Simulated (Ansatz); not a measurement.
# Calculations on AlH3SClF

**1. Relaxation**

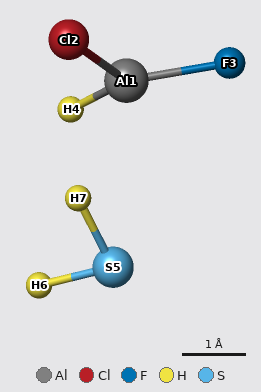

This is the input geometry for a relaxation of AlH3SClF. The picture is a ball-and-stick view, seen from a free direction.

The run prepares an end point of a later path (reaction) calculation, from a guessed geometry.

Method: RKS PBE-D4/def2-SVP (Ansatz 0.2.0).

Input
```yaml
crystal:
  periodic: [false, false, false]
  atoms:
    - { symbol: Al, position_ang: [0.054923, 0.265761, -0.030691] }
    - { symbol: Cl, position_ang: [-0.061993, 0.342817, 2.164439] }
    - { symbol: F, position_ang: [1.53605, 0.646246, -0.707835] }
    - { symbol: H, position_ang: [-1.246641, 0.123095, -0.914066] }
    - { symbol: S, position_ang: [0.301142, -3.0689, 0.800326] }
    - { symbol: H, position_ang: [-1.039425, -3.223872, 0.606175] }
    - { symbol: H, position_ang: [0.089243, -2.209047, 1.867852] }
basis:
  gaussian: { orbitals: def2-SVP }
hamiltonian:
  xc: pbe
  dispersion: d4
relax:
  f_tol: 0.03
  max_steps: 50
```

Command:
```bash
ansatz run input.yaml --threads 1 --pin off --max-ram 2048MiB --backend cpu --events-out ev --progress --plain --runs-dir out
```

**What does the optimiser find from here?**

After 19 accepted moves (22 points after the start) the energy has fallen by 9.56 kcal/mol. The largest force component goes from 1 to 0.013 eV/Å. The line search rejected the trial steps at points 11, 13, 15 of the run. The forces were under the threshold at step 10, but the run went on from there. H7 moves most after the best rigid fit: 0.76 Å. Largest moves by element: H 0.76 Å, S 0.65 Å, F 0.56 Å, Cl 0.44 Å, Al 0.34 Å. Some distances before and after: Al1–S5 3.445 → 2.576 Å, Al1–Cl2 2.200 → 2.138 Å, S5–H7 1.387 → 1.365 Å, Al1–F3 1.672 → 1.685 Å. New bonds form, among them: Al1–S5 (3.45 → 2.58 Å). The run took 50 s on 1 thread of Arm Neoverse V2, with other jobs on the host, peak memory 0.14 GiB.

The structure at the end:

```xyz
7

Al   -0.0509   -0.0429    0.0763
Cl   -0.4960    0.4156    2.1169
F     1.5546    0.2039   -0.3728
H    -1.1939    0.0473   -1.0195
S     0.1376   -2.5927    0.3935
H    -1.0810   -2.7168    0.9946
H     0.7628   -2.4383    1.5972
```

After the run, drawn alike:

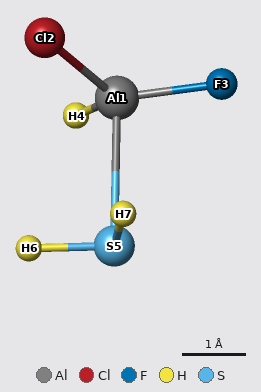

Limits of the set-up: the start holds two separate molecules, 2.6 Å apart at their closest, whose relative position is a soft coordinate.

**2. Relaxation**

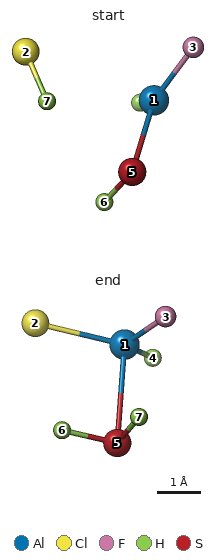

The structure of AlH3SClF before (top) and after (bottom) a relaxation, at one scale.

The picture is a ball-and-stick view, seen at a tilt.

The run prepares an end point of a later path (reaction) calculation, from a guessed geometry.

All numbers below come from RKS PBE-D4/def2-SVP (Ansatz 0.2.0). (no spin polarisation; force threshold 0.03 eV/Å; at most 50 steps)

Describe what moved and what it gained.

Answer. H7 moves most after the best rigid fit: 2.49 Å. By element the largest moves are H 2.49 Å, Cl 1.26 Å, Al 0.85 Å, F 0.78 Å, S 0.54 Å. Near-neighbour distances that change, for instance: Cl2–H7 1.346 → 3.903 Å, Al1–Cl2 3.422 → 2.140 Å, S5–H7 2.596 → 1.366 Å, Al1–S5 2.248 → 2.585 Å. New bonds form, among them: Al1–Cl2 (3.42 → 2.14 Å), S5–H7 (2.60 → 1.37 Å). Bonds break, among them: Cl2–H7 (1.35 → 3.90 Å). Bond angles that change, for instance: F3–Al1–S5 115.0° → 92.7°, H4–Al1–S5 123.1° → 104.9°, Al1–S5–H6 92.1° → 89.1°. Over 41 accepted moves (47 points after the start) the energy falls by 22.1 kcal/mol. Largest force component: 0.78 eV/Å at the start, 0.028 eV/Å at the end. The line search rejected the trial steps at points 11, 25, 31, 34, 45, 46 of the run. The forces were under the threshold at step 21, but the run went on from there.

Limits of the set-up: the start holds two separate molecules, 2.6 Å apart at their closest, whose relative position is a soft coordinate.

**3. Path**

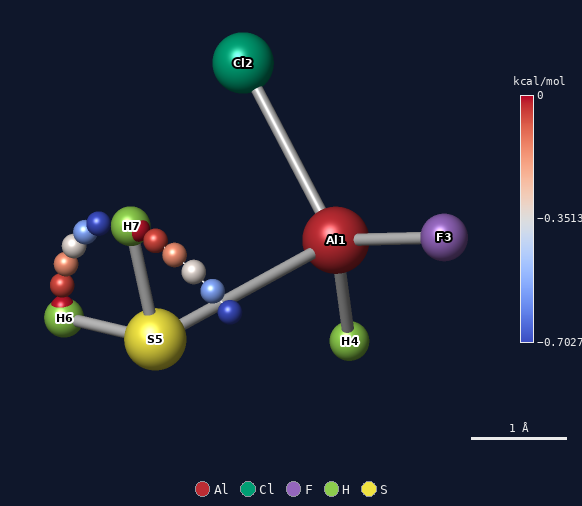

A search for the minimum-energy path of AlH3SClF by the nudged elastic band. Images are numbered from 0 (start) to 6 (end). The start is drawn whole; smaller spheres mark the moving atoms (H) in the later images, joined by lines and coloured by the energy of the image relative to the start. Style: ball-and-stick. Shown at a tilt.

Level of theory: RKS PBE-D4/def2-SVP (Ansatz 0.2.0). Settings: 5 movable images; climbing image; force threshold 0.05 eV/Å; iteration limit 60; starting path through a guess of the saddle point.

What moves, how far, and at what cost in energy?

No bond forms or breaks between the ends. No barrier shows: the energy is highest at the start, and the end lies 0.70 kcal/mol below the start. The band converged in 32 iterations. The largest component of the band force went from 68 to 0.035 eV/Å.
